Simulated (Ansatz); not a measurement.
**Single-point calculation, with input and output: CuHF (charge +1)**

CuHF, charge +1, computed with RKS PBE0-D4/def2-TZVPPD (Ansatz 0.2.0).

The geometry: rigid move from PBE0-D4/def2-TZVP.

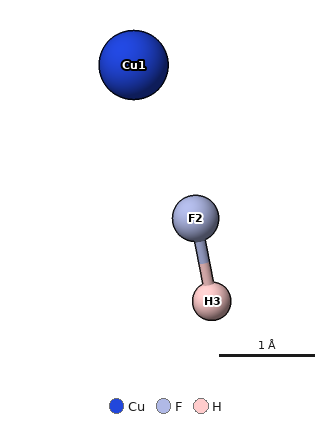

*The structure (ball-and-stick view, seen at an oblique angle; atoms are numbered from 1 in the order of the input). Sticks mark near contacts.*

Bond lengths as drawn: F–H 0.93 Å.

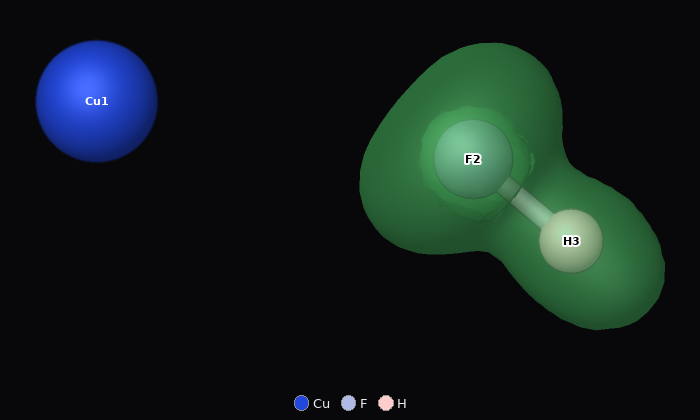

*Isosurface of the ELF at 0.75 (green), seen at a tilt. Only the valence region is drawn (cores and ρ < 0.01 e/Å³ removed).*

Profiles from the grid: Cu1···F2 (3.06 Å): the ELF is only about 0 between them. Cu–F (3.06 Å): the ELF is about 0 at the midpoint.

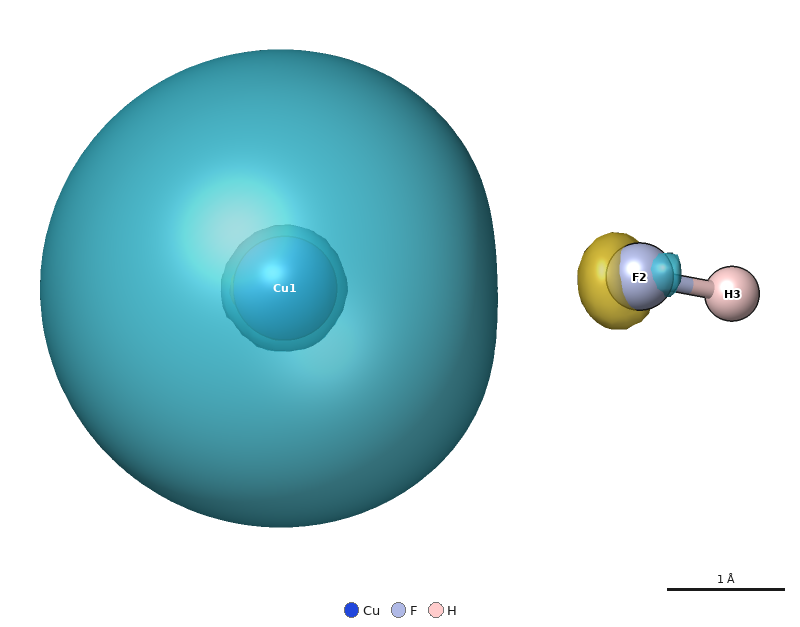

*One frontier orbital at ±0.08 Å⁻³ᐟ² (yellow and cyan are the two phases), seen from the side.*

The LUMO, at −9.66 eV. By Hirshfeld shares it lies mainly on Cu1 (100 %); it is symmetric in the molecular plane (σ or in-plane lone-pair type).

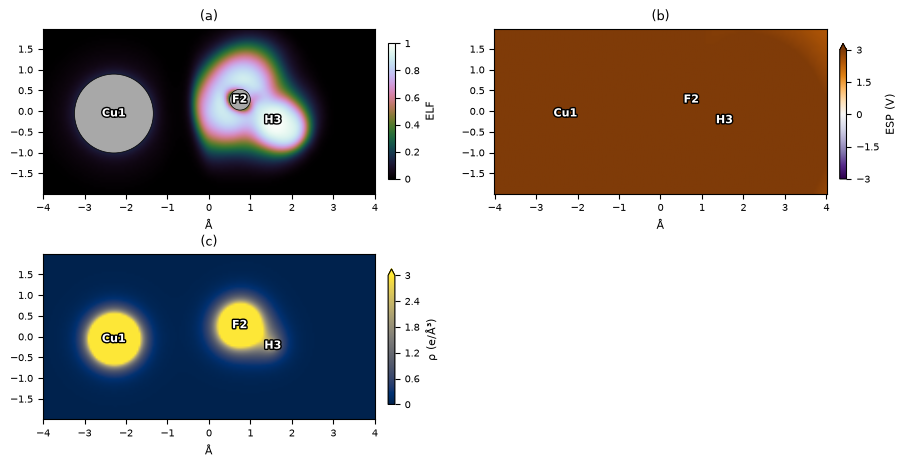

*(a) ELF; (b) molecular electrostatic potential; (c) total electron density on the molecular plane. Grey discs, where drawn, cover atomic cores.*

Atoms in the plane: Cu, F and H. Cu1···F2 (3.06 Å): ρ at the midpoint is about 0.03 e/Å³; the ELF is only about 0 between them. Cu–F (3.06 Å): ρ is about 0.03 e/Å³ halfway; the ELF is about 0 at the midpoint. The potential has no marked negative region in this plane.

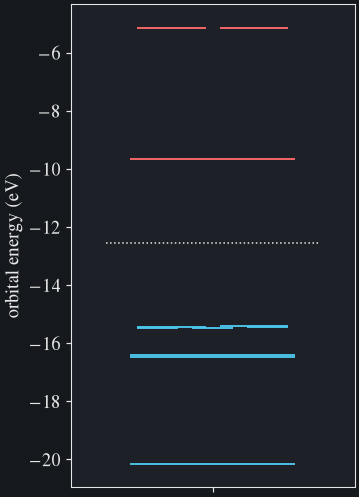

*Orbital energies near the frontier; the dotted line parts filled from empty levels, and levels within 0.02 eV of each other stand side by side.*

Highest filled −15.43 eV, lowest empty −9.66 eV, 5.77 eV apart.

The input and output of the run follow.

Input
```yaml
crystal:
  periodic: [false, false, false]
  atoms:
    - {symbol: Cu, position_ang: [0.010897, 0.010526, -1.610532]}
    - {symbol: F, position_ang: [0.176689, 0.168492, 1.440405]}
    - {symbol: H, position_ang: [-0.201413, -0.192516, 2.213346]}
basis:
  gaussian: {orbitals: "def2-TZVPPD.json"}
total_charge: 1
hamiltonian: {xc: pbe0, dispersion: d4}
output: {orbitals: {seedname: orbitals}}
```

Launch command:
```bash
ansatz run in.yaml --threads 2 --pin off --events-out ev --progress --plain --max-ram 5222MiB
```

The program's output
```
Functional definition: PBE0
  name "PBE0"
  cite "Adamo & Barone, J. Chem. Phys. 110, 6158 (1999) doi:10.1063/1.478522"
  cite "Perdew, Burke & Ernzerhof, Phys. Rev. Lett. 77, 3865 (1996) doi:10.1103/PhysRevLett.77.3865"
  parent pbe
  parameter a = 0.25
  parameter kappa = 0.804
  parameter beta = 0.06672455060314922
  exchange = (1 - a)*pbe_x(kappa = kappa, mu = beta*pi^2/3) + a*exact_x
  correlation = pbe_c(beta = beta)
842 factors; their error is unknown
mean field evaluation 1: about -47334.0526 eV, gradient 1.7e2 eV
mean field evaluation 2: about -46489.0983 eV, gradient 5.9e2 eV
mean field evaluation 4: about -47351.6955 eV, gradient 7.4e1 eV
mean field evaluation 8: about -47357.8058 eV, gradient 1.0e-1 eV
mean field evaluation 16: about -47357.9310 eV, gradient 3.6e-4 eV
mean field -47357.93099472 eV, -1740.3718636973 hartree, gradient 3.1e-5 eV, S^2 0.000000; 0 other end points of the search recorded, 0 dependent functions left out
reference -47357.93103048 eV, -1740.3718650117 hartree; 19, 19 occupied and 105, 105 virtual orbitals, 842 factors
Total energy: -47357.94516748 eV, -1740.3723845366 hartree
```

Results in brief

| quantity | value |
| --- | --- |
| outcome | converged |
| total energy | −47357.9452 eV |
| mean-field energy | −47357.9310 eV |
| dispersion energy | −0.0141 eV |
| SCF solution under orbital rotations | stable |
| HOMO | −15.43 eV |
| LUMO | −9.66 eV |
| hardware | 2 threads of AMD EPYC, 15 GiB of memory available, shared host |
| wall time | 0.55 s (CPU time 0.96 s) |
| peak memory | 0.26 GiB |
